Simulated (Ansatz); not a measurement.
Take WSe2 in the 2H-MoS2 type structure (space group P6_3/mmc, No. 194; a = 3.231 Å, c = 12.411 Å; layered, stacked along the Cartesian z axis) as the base.

The change: a fraction x = 0.5 of the W sites is given to Mo, ordered in a cell of 6 atoms (starting symmetry P-6m2) and fully relaxed.

Level of theory: Ansatz (an electronic-structure program) PBEsol-D3(BJ), spin-orbit coupling left out.

The zone is the changed cell's own and can be folded.

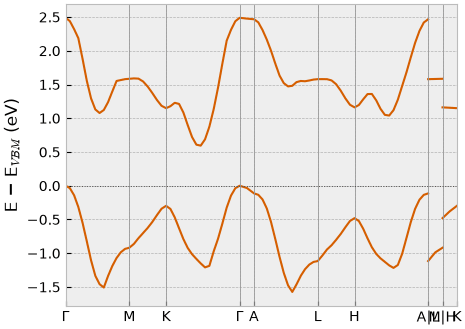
Figure. Highest valence and lowest conduction band along the path of the changed cell's own zone

Q: Read the changed gap and its character from the plot.

A: About 0.6 eV, indirect, Γ → K–Γ (47 % along).

Each cell is one ordered arrangement of few atoms, which overstates ordering effects compared with a random alloy. Spin-orbit coupling, missing from the scalar runs, can matter with W. Stability against distortions was not tested. Labels are those of the standard path for the cell's own space group.
